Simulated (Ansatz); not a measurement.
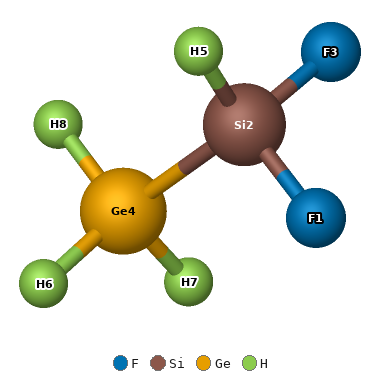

The system is F₂GeH₄Si (SMILES F[SiH](F)[GeH3]) with the probe Cl-; the picture shows it without the atoms that are moved over the map. The probe is moved over the molecule's main plane. Coordinates scanned: (1) x of the probe's Cl atom; (2) y of the probe's Cl atom. Nothing is relaxed (molecule and probe rigid). The scan uses a 21 × 17 grid. At 72 points there is no value (left out of the scan, as a rule where atoms come close). Points are written as (first, second). All energies are given in eV relative to molecule and probe far apart, each relaxed in its own basis (no counterpoise correction). Energies and slopes of some neighbouring points disagree (a jump in structure or state, or too coarse a mesh). Computed with RKS SPW92 (LDA)/def2-SVPD in Ansatz.

Range: x of the probe's Cl atom from −5.70 to 5.70 Å; y of the probe's Cl atom from −4.56 to 4.56 Å.

### What will the energy surface look like?

The lowest grid point is at (5.13 Å, 0.00 Å) [nearest 2 H at 2.73 Å], −0.66 eV from molecule and probe far apart, each relaxed in its own basis (no counterpoise correction). The highest grid point, (0.00 Å, 2.28 Å) [nearest 1 F at 1.36 Å], lies 12.94 eV above the lowest.

```csv
"y of the probe's Cl atom ↓, x of the probe's Cl atom →",−5.13,−3.99,−2.85,−1.71,−0.57,0.57,1.71,2.85,3.99,5.13
4.56,0.07,0.07,0.06,0.03,−0.04,−0.16,−0.25,−0.29,−0.25,−0.18
3.42,0.08,0.07,0.09,0.66,0.93,−0.23,−0.56,−0.60,−0.55,−0.34
2.28,0.07,0.05,0.93,–,–,3.51,1.83,3.72,−0.29,−0.55
1.14,0.05,−0.01,2.11,–,–,–,–,–,2.84,−0.63
0.00,0.04,−0.07,0.86,–,–,–,–,–,4.10,−0.66
−1.14,0.05,−0.01,2.12,–,–,–,–,–,2.84,−0.63
−2.28,0.07,0.05,0.93,–,–,3.51,1.84,3.75,−0.29,−0.55
−3.42,0.08,0.07,0.09,0.66,0.93,−0.23,−0.56,−0.60,−0.55,−0.34
−4.56,0.07,0.07,0.06,0.03,−0.04,−0.16,−0.25,−0.29,−0.25,−0.18
```

The table holds every second grid line.

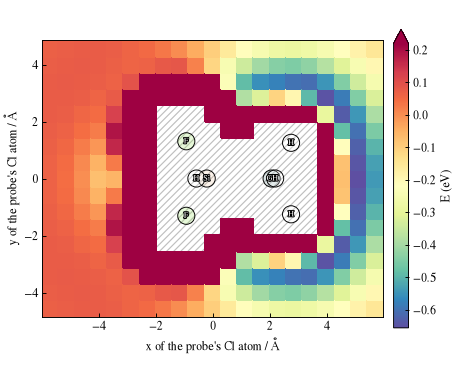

Drawn: one coloured cell a grid point, labelled circles for the molecule's atoms, projected on the plane, one colour for all values above the top of the scale, hatched blanks where no value was computed.

Time for the 285 points that were run: 42 min on 1 thread of Arm Neoverse N1, with other jobs on the host.
